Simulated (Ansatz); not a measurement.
## Hf: Hf → Zr

Start from Hf in the hcp (Mg type) structure (space group P6_3/mmc, No. 194; a = 3.159 Å, c = 5.000 Å).

Perturbation: every Hf is replaced by Zr, then cell and atoms are relaxed.

Calculations: Ansatz (a quantum-chemistry and plane-wave program) PBEsol, no spin-orbit coupling. Settings: 17×17×9 k-points, 0.05 eV Fermi–Dirac smearing.

The volume per atom grows by 0.858 Å³, from 21.61 Å³ to 22.46 Å³ and the density falls by 6.974 g/cm³ (13.72 g/cm³ → 6.74 g/cm³). The lattice parameter a increases by 2.5 pm to 318.4 pm and the c/a ratio increases by 0.024 to 1.607. The space group is still P6_3/mmc (No. 194) and the shortest interatomic distance grows by 5.58 pm, from 309.5 pm to 315.0 pm. The band gap remains zero.

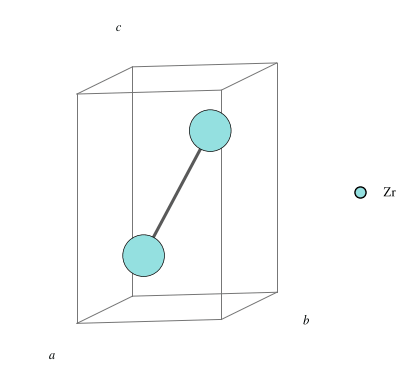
The relaxed conventional cell after the change

Whether these cells are dynamically stable was not tested. All final runs are without spin polarisation.
